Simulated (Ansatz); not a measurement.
# CHFGa+ (quintet): wave-function methods side by side, cc-pVDZ

How much of the correlation energy of CHFGa+ (quintet) does each wave-function method recover here?

Method: cc-pVDZ, core rule «outside noble gas», up to 16 orbitals frozen; program: Ansatz 0.2.0, Gaussian basis.

The runs, in order: UHF; CCSD(T) on ROHF; CCSD(T) on UHF; BCCD(T) on ROHF; CISD; CCSDT(Q) on ROHF; CCSDT(Q) on UHF.

24 further runs of the same task are left out: 2 for a mislabelled method, 10 that didn't finish, 12 set aside as unsound or not needed.

### 1 What is computed

The geometry is a PBE0/def2-TZVP stationary point (not a proven minimum) of the parent state, kept for this charge and spin. No spin-orbit coupling is included. The filled d shell of Ga may be among the frozen orbitals whatever the setting's name suggests; the logs give the count.

4 atoms, charge 1, spin multiplicity 5.

Atoms are counted from 1 here; the program's logs count them from 0.

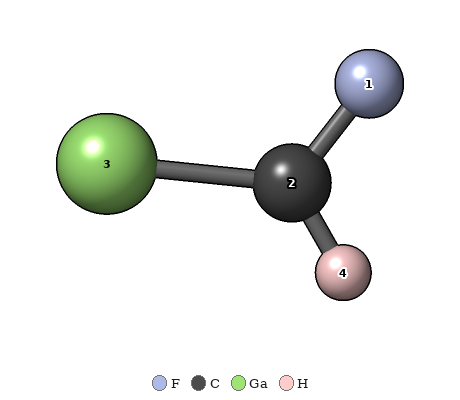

The geometry (fluorine light blue, carbon dark grey, gallium green, hydrogen pink); atoms are numbered from 1 in the order of the file.

In the tables R marks a restricted open-shell determinant and U an unrestricted one; energies count from the table's Hartree-Fock row.

### 2 UHF

in.yaml reads:

```yaml
crystal:
  periodic: [false, false, false]
  atoms:
    - {symbol: F, position_ang: [0.000000, -0.336661, 2.093920]}
    - {symbol: C, position_ang: [0.000000, 0.539280, 1.097638]}
    - {symbol: Ga, position_ang: [0.000000, -0.023872, -0.780573]}
    - {symbol: H, position_ang: [0.000000, 1.570868, 1.447830]}
basis:
  gaussian: {orbitals: cc-pVDZ}
total_charge: 1
magnetization: {spin_polarized: true, initial_magnetization: 4}
hamiltonian: {xc: hf}
output: {orbitals: {seedname: orbitals}}
```

Command:

```sh
$ ansatz run in.yaml --threads 1 --pin off --events-out ev --progress --plain --max-ram 2393MiB
```

Log:

```text
Functional definition: HF
  name "HF"
  cite "Fock, Z. Phys. 61, 126 (1930) doi:10.1007/BF01340294"
  parent pbe
  exchange = exact_x
  correlation = 0
627 factors; integrals over basis functions are off by at most 1.3e-3 eV
mean field evaluation 1: about -56061.5183 eV, gradient 3.6e1 eV
mean field evaluation 2: about -56061.7097 eV, gradient 3.5e1 eV
mean field evaluation 4: about -56070.0989 eV, gradient 6.4e0 eV
mean field evaluation 8: about -56070.9394 eV, gradient 9.8e-1 eV
mean field evaluation 16: about -56071.0376 eV, gradient 5.9e-3 eV
mean field evaluation 32: about -56070.9831 eV, gradient 5.6e-1 eV
mean field evaluation 64: about -56061.1021 eV, gradient 2.9e1 eV
mean field evaluation 96: about -56065.2434 eV, gradient 1.4e1 eV
mean field evaluation 128: about -56065.3621 eV, gradient 1.8e1 eV
mean field -56071.03761159 eV, -2060.5726259116 hartree, gradient 3.3e-5 eV, S^2 6.012524; 3 other end points of the search recorded, 0 dependent functions left out
reference -56071.03761159 eV, -2060.5726259116 hartree; 25, 21 occupied and 35, 39 virtual orbitals, 627 factors
Total energy: -56071.03761159 eV, -2060.5726259116 hartree
```

Run time: 2.7 s. Hardware: 1 thread of Arm Neoverse V2, shared host.

From the report: ⟨S²⟩ of the determinant 6.013 (pure quintet: 6.00).

### 3 CCSD(T) on ROHF

Changes to in.yaml since step 2:

```diff
@@ -10,4 +10,3 @@
 total_charge: 1
-magnetization: {spin_polarized: true, initial_magnetization: 4}
-hamiltonian: {xc: hf}
-output: {orbitals: {seedname: orbitals}}
+magnetization: {spin_polarized: false, initial_magnetization: 4}
+correlation: {method: ccsd_t, electrons: outside_noble_gas}
```

The command is unchanged.

Log (excerpt; [...] marks lines left out):

```text
Functional definition: HF
  name "HF"
  cite "Fock, Z. Phys. 61, 126 (1930) doi:10.1007/BF01340294"
  parent pbe
[...]
627 factors; integrals over basis functions are off by at most 1.3e-3 eV
[...]
mean field -56070.86371482 eV, -2060.5662353232 hartree, gradient 9.0e-6 eV, S^2 6.000000; 13 other end points of the search recorded, 0 dependent functions left out
[...]
determinant -56070.86371482 eV, -2060.5662353232 hartree, with singles and doubles -56079.82101300 eV, -2060.8954099597 hartree
determinant -56070.04070851 eV, -2060.5359903991 hartree, with singles and doubles -56078.88734290 eV, -2060.8610982165 hartree
determinant -56068.25055067 eV, -2060.4702033119 hartree, with singles and doubles -56076.32169319 eV, -2060.7668123288 hartree
determinant -56067.42028355 eV, -2060.4396915581 hartree, with singles and doubles -56075.34186522 eV, -2060.7308043150 hartree
16 core orbitals not correlated, not the lowest: weight in the atoms' cores, before any rotation towards them, 0.986 or more for the frozen orbitals, at most 0.011 for the correlated occupied ones
reference -56070.86371482 eV, -2060.5662353232 hartree; 9, 5 occupied and 35, 39 virtual orbitals, 627 factors
second order -8.29776766 eV of doubles, -0.08661624 eV of singles
cycle   1  -8.96039537 eV  change   -3.1e-3 eV  update   4.3e-3
[...]
cycle   9  -8.96703857 eV  change    1.5e-5 eV  update   6.0e-6
perturbative correction -0.26272467 eV, -0.0096549535 hartree
Total energy: -56080.09347806 eV, -2060.9054228663 hartree
```

Run time: 15 s. Hardware: 1 thread of Arm Neoverse V2, shared host.

From the report: correlation -9.2298 eV; T1 0.047; largest double amplitude 0.03.

### 4 CCSD(T) on UHF

Changes to in.yaml since step 3:

```diff
@@ -10,3 +10,3 @@
 total_charge: 1
-magnetization: {spin_polarized: false, initial_magnetization: 4}
+magnetization: {spin_polarized: true, initial_magnetization: 4}
 correlation: {method: ccsd_t, electrons: outside_noble_gas}
```

The command is unchanged.

Log (excerpt; [...] marks lines left out):

```text
Functional definition: HF
  name "HF"
  cite "Fock, Z. Phys. 61, 126 (1930) doi:10.1007/BF01340294"
  parent pbe
[...]
627 factors; integrals over basis functions are off by at most 1.3e-3 eV
[...]
mean field -56071.03761159 eV, -2060.5726259116 hartree, gradient 2.8e-6 eV, S^2 6.012524; 13 other end points of the search recorded, 0 dependent functions left out
determinant -56071.03761159 eV, -2060.5726259116 hartree, with singles and doubles -56079.85145469 eV, -2060.8965286714 hartree
determinant -56070.23851551 eV, -2060.5432596723 hartree, with singles and doubles -56078.91645434 eV, -2060.8621680423 hartree
determinant -56068.53879372 eV, -2060.4807960487 hartree, with singles and doubles -56076.34636193 eV, -2060.7677188881 hartree
determinant -56067.74276616 eV, -2060.4515425752 hartree, with singles and doubles -56075.36510756 eV, -2060.7316584551 hartree
16 core orbitals not correlated, not the lowest: weight in the atoms' cores, before any rotation towards them, 0.986 or more for the frozen orbitals, at most 0.011 for the correlated occupied ones
reference -56071.03761159 eV, -2060.5726259116 hartree; 9, 5 occupied and 35, 39 virtual orbitals, 627 factors
second order -8.25856710 eV of doubles, -0.00000000 eV of singles
cycle   1  -8.81633220 eV  change   -2.5e-3 eV  update   3.8e-3
[...]
cycle   9  -8.82140623 eV  change    1.2e-5 eV  update   5.5e-6
perturbative correction -0.25845404 eV, -0.0094980106 hartree
Total energy: -56080.11747186 eV, -2060.9063046218 hartree
```

Wall time 15 s (1 thread of Arm Neoverse V2, shared host).

From the report: ⟨S²⟩ of the determinant 6.013 (pure quintet: 6.00); correlation -9.0799 eV; T1 0.040; largest double amplitude 0.03.

### 5 BCCD(T) on ROHF

Changes to in.yaml since step 4:

```diff
@@ -10,3 +10,3 @@
 total_charge: 1
-magnetization: {spin_polarized: true, initial_magnetization: 4}
-correlation: {method: ccsd_t, electrons: outside_noble_gas}
+magnetization: {spin_polarized: false, initial_magnetization: 4}
+correlation: {method: bccd_t, electrons: outside_noble_gas}
```

The command is unchanged.

Log (excerpt; [...] marks lines left out):

```text
Functional definition: HF
  name "HF"
  cite "Fock, Z. Phys. 61, 126 (1930) doi:10.1007/BF01340294"
  parent pbe
[...]
627 factors; integrals over basis functions are off by at most 1.3e-3 eV
[...]
mean field -56070.86371482 eV, -2060.5662353232 hartree, gradient 9.0e-6 eV, S^2 6.000000; 13 other end points of the search recorded, 0 dependent functions left out
[...]
determinant -56070.86371482 eV, -2060.5662353232 hartree, with singles and doubles -56079.82101300 eV, -2060.8954099597 hartree
determinant -56070.04070851 eV, -2060.5359903991 hartree, with singles and doubles -56078.88734290 eV, -2060.8610982165 hartree
determinant -56068.25055067 eV, -2060.4702033119 hartree, with singles and doubles -56076.32169319 eV, -2060.7668123288 hartree
determinant -56067.42028355 eV, -2060.4396915581 hartree, with singles and doubles -56075.34186522 eV, -2060.7308043150 hartree
16 core orbitals not correlated, not the lowest: weight in the atoms' cores, before any rotation towards them, 0.986 or more for the frozen orbitals, at most 0.011 for the correlated occupied ones
reference -56070.86371482 eV, -2060.5662353232 hartree; 9, 5 occupied and 35, 39 virtual orbitals, 627 factors
second order -8.29776766 eV of doubles, -0.08661624 eV of singles
cycle   1  -8.90167805 eV  change    5.6e-2 eV  update   3.5e-2
[...]
cycle  11  -8.91760054 eV  change    1.6e-5 eV  update   1.4e-5
perturbative correction -0.31349749 eV, -0.0115208203 hartree
Total energy: -56080.09481286 eV, -2060.9054719189 hartree
```

It took 15 s on 1 thread of Arm Neoverse V2, shared host.

From the report: correlation -9.2311 eV; largest double amplitude 0.03.

### 6 CISD

Changes to in.yaml since step 5:

```diff
@@ -11,2 +11,2 @@
 magnetization: {spin_polarized: false, initial_magnetization: 4}
-correlation: {method: bccd_t, electrons: outside_noble_gas}
+correlation: {active_space: {ras: {orbitals: [5, 4, 35], electrons: 14, max_holes: 2, max_particles: 2}, fixed_orbitals: true}}
```

Same command.

Log (excerpt; [...] marks lines left out):

```text
Functional definition: HF
  name "HF"
  cite "Fock, Z. Phys. 61, 126 (1930) doi:10.1007/BF01340294"
  parent pbe
[...]
627 factors; integrals over basis functions are off by at most 1.3e-3 eV
[...]
mean field -56070.86371482 eV, -2060.5662353232 hartree, gradient 9.0e-6 eV, S^2 6.000000; 13 other end points of the search recorded, 0 dependent functions left out
reference -56070.86371482 eV, -2060.5662353232 hartree; 25, 21 occupied and 35, 39 virtual orbitals, 627 factors
state -56077.79713251 eV, -2060.8210337238 hartree
Total energy: -56077.79713251 eV, -2060.8210337238 hartree
```

It took 26 s on 1 thread of Arm Neoverse V2, shared host.

From the report: 413,144 determinants.

### 7 CCSDT(Q) on ROHF

Changes to in.yaml since step 6:

```diff
@@ -11,2 +11,2 @@
 magnetization: {spin_polarized: false, initial_magnetization: 4}
-correlation: {active_space: {ras: {orbitals: [5, 4, 35], electrons: 14, max_holes: 2, max_particles: 2}, fixed_orbitals: true}}
+correlation: {method: ccsdt_q, electrons: outside_noble_gas}
```

Same command.

Log (excerpt; [...] marks lines left out):

```text
Functional definition: HF
  name "HF"
  cite "Fock, Z. Phys. 61, 126 (1930) doi:10.1007/BF01340294"
  parent pbe
[...]
1137 factors; integrals over basis functions are off by at most 1.9e-7 eV
[...]
mean field -56070.86391339 eV, -2060.5662426206 hartree, gradient 7.3e-6 eV, S^2 6.000000; 13 other end points of the search recorded, 0 dependent functions left out
[...]
determinant -56070.86391339 eV, -2060.5662426206 hartree, with singles and doubles -56079.82121278 eV, -2060.8954173015 hartree
determinant -56070.04089567 eV, -2060.5359972771 hartree, with singles and doubles -56078.88753310 eV, -2060.8611052061 hartree
determinant -56068.25073779 eV, -2060.4702101886 hartree, with singles and doubles -56076.32189212 eV, -2060.7668196392 hartree
determinant -56067.42046187 eV, -2060.4396981111 hartree, with singles and doubles -56075.34205519 eV, -2060.7308112961 hartree
16 core orbitals not correlated, not the lowest: weight in the atoms' cores, before any rotation towards them, 0.986 or more for the frozen orbitals, at most 0.011 for the correlated occupied ones
reference -56070.86391339 eV, -2060.5662426206 hartree; 9, 5 occupied and 35, 39 virtual orbitals, 1137 factors
second order -8.29778326 eV of doubles, -0.08661622 eV of singles
cycle   1  -8.44988993 eV  change   -6.3e-2 eV  update   1.2e-1
[...]
cycle  20  -9.26180574 eV  change   -1.3e-6 eV  update   1.5e-6
perturbative correction -0.01174074 eV, -0.0004314642 hartree
Total energy: -56080.13745987 eV, -2060.9070391679 hartree
```

It took 76 s on 1 thread of Arm Neoverse V2, shared host; peak memory 0.87 GiB.

From the report: correlation -9.2735 eV; T1 0.047; largest double amplitude 0.04.

### 8 CCSDT(Q) on UHF

Changes to in.yaml since step 7:

```diff
@@ -10,3 +10,3 @@
 total_charge: 1
-magnetization: {spin_polarized: false, initial_magnetization: 4}
+magnetization: {spin_polarized: true, initial_magnetization: 4}
 correlation: {method: ccsdt_q, electrons: outside_noble_gas}
```

The command is unchanged.

Log (excerpt; [...] marks lines left out):

```text
Functional definition: HF
  name "HF"
  cite "Fock, Z. Phys. 61, 126 (1930) doi:10.1007/BF01340294"
  parent pbe
[...]
1137 factors; integrals over basis functions are off by at most 1.9e-7 eV
[...]
mean field -56071.03780990 eV, -2060.5726331993 hartree, gradient 2.5e-6 eV, S^2 6.012524; 13 other end points of the search recorded, 0 dependent functions left out
determinant -56071.03780990 eV, -2060.5726331993 hartree, with singles and doubles -56079.85165407 eV, -2060.8965359985 hartree
determinant -56070.23870333 eV, -2060.5432665747 hartree, with singles and doubles -56078.91664464 eV, -2060.8621750356 hartree
determinant -56068.53898053 eV, -2060.4808029137 hartree, with singles and doubles -56076.34656126 eV, -2060.7677262133 hartree
determinant -56067.74294489 eV, -2060.4515491437 hartree, with singles and doubles -56075.36529839 eV, -2060.7316654682 hartree
16 core orbitals not correlated, not the lowest: weight in the atoms' cores, before any rotation towards them, 0.986 or more for the frozen orbitals, at most 0.011 for the correlated occupied ones
reference -56071.03780990 eV, -2060.5726331993 hartree; 9, 5 occupied and 35, 39 virtual orbitals, 1137 factors
second order -8.25858217 eV of doubles, -0.00000000 eV of singles
cycle   1  -8.34608124 eV  change   -8.7e-2 eV  update   1.2e-1
[...]
cycle  20  -9.11273211 eV  change   -1.3e-6 eV  update   1.2e-6
perturbative correction -0.02308735 eV, -0.0008484445 hartree
Total energy: -56080.17362936 eV, -2060.9083683720 hartree
```

Wall time 68 s (1 thread of Arm Neoverse V2, shared host); peak memory 0.65 GiB.

From the report: ⟨S²⟩ of the determinant 6.013 (pure quintet: 6.00); correlation -9.1358 eV; T1 0.040; largest double amplitude 0.04.

### 9 The ladder

No level here is safe as a reference; RCCSDT(Q) serves as a yardstick only. Rows without a time come out of other runs: HF, MP2 and CCSD of CCSD(T), CCSDT of CCSDT(Q).

Differences are taken before rounding.

```
   method  energy from the lowest RHF (kJ/mol)  from RCCSDT(Q) (kJ/mol)  time
      RHF                                  0.0                   +894.8      
      UHF                                -16.8                   +878.0      
     RMP2                               -809.0                    +85.8      
     UMP2                               -813.6                    +81.2      
    RCCSD                               -865.2                    +29.6      
    UCCSD                               -867.9                    +26.9      
 RCCSD(T)                               -890.5                     +4.2  15 s
 UCCSD(T)                               -892.9                     +1.9  15 s
  BCCD(T)                               -890.7                     +4.1  15 s
   RCCSDT                               -893.6                     +1.1      
   UCCSDT                               -896.0                     -1.3      
RCCSDT(Q)                               -894.8                        0  76 s
UCCSDT(Q)                               -898.3                     -3.5  68 s
```

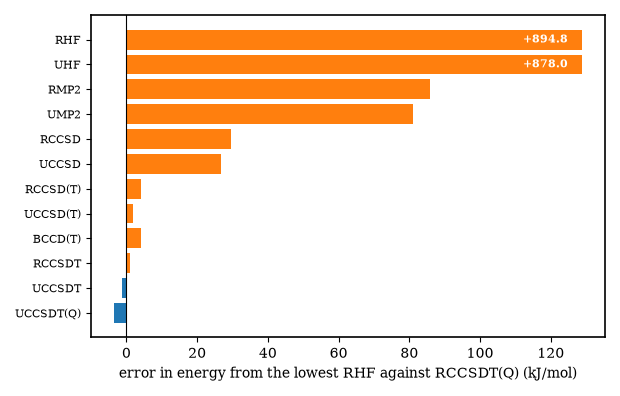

How far each level lands from RCCSDT(Q). Bars with a number in them are cut short.

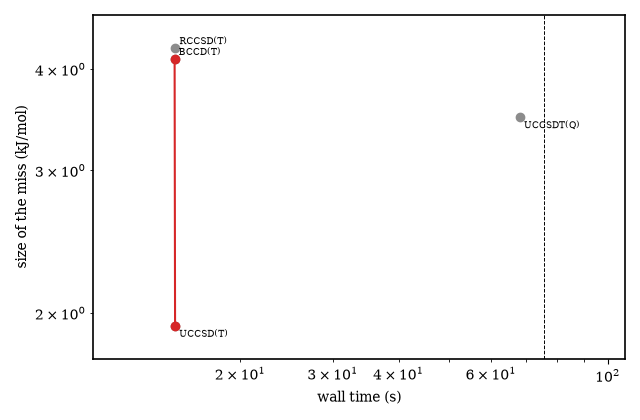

Accuracy for the time spent; red marks the levels that beat every quicker one drawn (of those quicker than the yardstick), and the dashed line is the time of RCCSDT(Q). Times are from a shared host.

Not comparable, so not listed: CISD (they don't share determinant, frozen orbitals or solution with the rows shown, or repeat one).

### 10 What came out

```
                      quantity         value
RCCSDT(Q) below the RHF energy    -9.2737 eV
           RMP2 from RCCSDT(Q)  +85.8 kJ/mol
           UMP2 from RCCSDT(Q)  +81.2 kJ/mol
          RCCSD from RCCSDT(Q)  +29.6 kJ/mol
       RCCSD(T) from RCCSDT(Q)   +4.2 kJ/mol
       UCCSD(T) from RCCSDT(Q)   +1.9 kJ/mol
      UCCSDT(Q) from RCCSDT(Q)   -3.5 kJ/mol
                 T1 diagnostic         0.047
```

In words: RCCSD(T) misses by +4.2 kJ/mol, 0.5 % of the correlation energy. CCSD(T) misses by +4.2 kJ/mol on the restricted determinant and by +1.9 kJ/mol on the unrestricted one; the two need not hold the same state or core. Warnings: large T1 diagnostic.
